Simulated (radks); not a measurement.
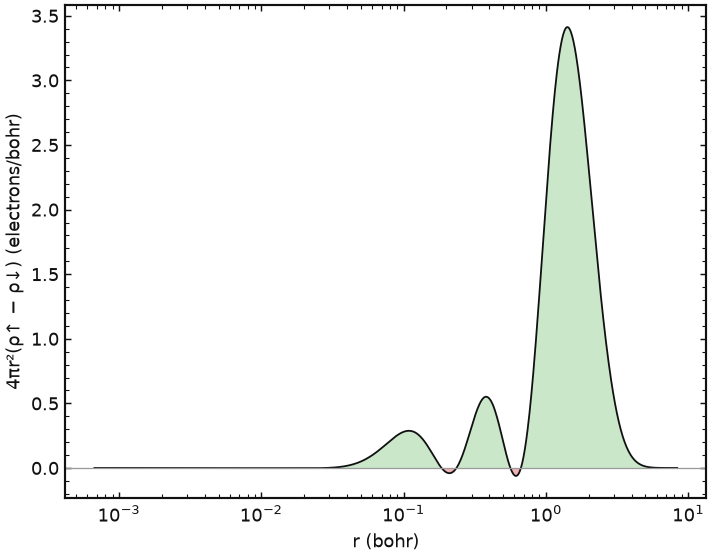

Re²⁺ (Z = 75, 73 electrons); electrons: [Xe] 4f14 5d5 (high spin). All numbers are computed, not measured: scalar-relativistic Kohn-Sham, LDA (Slater exchange, VWN5 correlation), spin-polarised, spherical densities, finite nucleus (the in-house radial solver radks).

The plot shows the radial spin density.

Question: Read the plot.

Answer: The curve integrates to 5 unpaired electrons, held by 5d (+5). Its largest value, 3.41 electrons/bohr, lies near r = 1.4 bohr. Regions of the opposite sign hold 0.0057 electrons in all, from the polarisation of filled shells.
